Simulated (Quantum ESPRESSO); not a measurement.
# Converging the plane-wave cutoff: CsPbBr3 (P4mm, 5 atoms in the cell)

```
CELL_PARAMETERS angstrom
      5.84065     0.00000     0.00000
      0.00000     5.84065     0.00000
      0.00000     0.00000     5.84065
ATOMIC_POSITIONS crystal
  Cs 0.00000 0.00000 0.00856
  Pb 0.50000 0.50000 0.50000
  Br 0.50000 0.00000 0.50000
  Br 0.00000 0.50000 0.50000
  Br 0.50000 0.50000 0.00000
```

Method: LDA (PW92), PseudoDojo standard norm-conserving (LDA) pseudopotentials (plane waves; Quantum ESPRESSO).

Base settings: ecutwfc = 60 Ry; occupations = smearing; smearing = fermi-dirac; degauss = 0.000734986 Ry; potentials = {Cs: Cs.upf, Pb: Pb.upf, Br: Br.upf}; K_POINTS = automatic 2 2 2 0 0 0; conv_thr = 1e-10 Ry.

The second cell is the first with its lattice scaled by 0.98.

The mesh stays at the base's, so the ladder's end is converged at best in this setting alone.

Only quantities that move along the ladder and can be compared are tabulated; the gap is left out on so coarse a mesh.

The count of work is k-points × plane waves × bands × iterations; it is no time. Core times come from one kind of shared machine, to one figure; runs under 30 s give none.

The starting cell has typed, rounded lattice constants, without a prior relaxation at this level. Its lattice was rescaled by up to half a per cent. One atom was moved a little off its site on purpose.

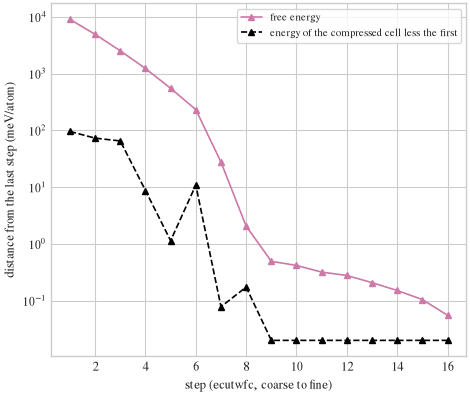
Figure. Distance from the last step along the ladder; very small values are drawn at a floor.

```tsv
ecutwfc	free energy less the last step's (meV/atom)	energy of the compressed cell less the first (meV/atom)	pressure (GPa)	largest difference of a force vector from the last step's (eV/Å)	count of work / last	core time / last (rough)
21 Ry	9066.30	117.62	-97.83	0.037	0.058	–
24 Ry	4942.73	94.86	-66.66	0.032	0.062	–
27 Ry	2531.33	86.96	-41.95	0.008	0.082	–
30 Ry	1237.18	12.91	-24.65	0.002	0.096	–
33 Ry	552.21	22.79	-13.08	0.005	0.11	–
36 Ry	233.20	10.75	-6.35	0.001	0.13	–
42 Ry	27.71	21.73	-0.62	0.000	0.16	–
48 Ry	2.06	21.48	0.49	0.000	0.19	–
54 Ry	0.49	21.66	0.61	0.000	0.21	–
60 Ry	0.42	21.65	0.61	0.000	0.27	–
66 Ry	0.32	21.65	0.61	0.000	0.28	–
72 Ry	0.28	21.65	0.61	0.000	0.36	–
81 Ry	0.21	21.65	0.61	0.000	0.42	0.4
90 Ry	0.15	21.65	0.61	0.000	0.50	0.4
105 Ry	0.10	21.65	0.61	0.000	0.62	0.5
120 Ry	0.06	21.65	0.61	0.000	0.76	0.7
144 Ry	0.00	21.65	0.61	0.000	1.0	1
```

Coarsest ecutwfc that holds the forces within 0.01 eV/Å of the last step, with all finer ones: 27 Ry, at 0.082 of the last step's count of work; the step before is off by 0.032 eV/Å.

Coarsest ecutwfc that holds the free energy within 1 meV/atom of the last step, with all finer ones: 54 Ry, at 0.21 of the last step's count of work; the step before is off by 2.1 meV/atom.

Coarsest ecutwfc that holds the energy of the compressed cell less the first within 1 meV/atom of the last step, with all finer ones: 42 Ry, at 0.16 of the last step's count of work; the step before is off by 11 meV/atom.

The energy difference between the two cells stays within 1 meV/atom of the last step's from 42 Ry on, the total only from 54 Ry on: much of the error is common to both cells and cancels.

At the lowest cutoff the pressure lies 98.4 GPa under the last step's, the usual sign of Pulay stress in an incomplete plane-wave basis.
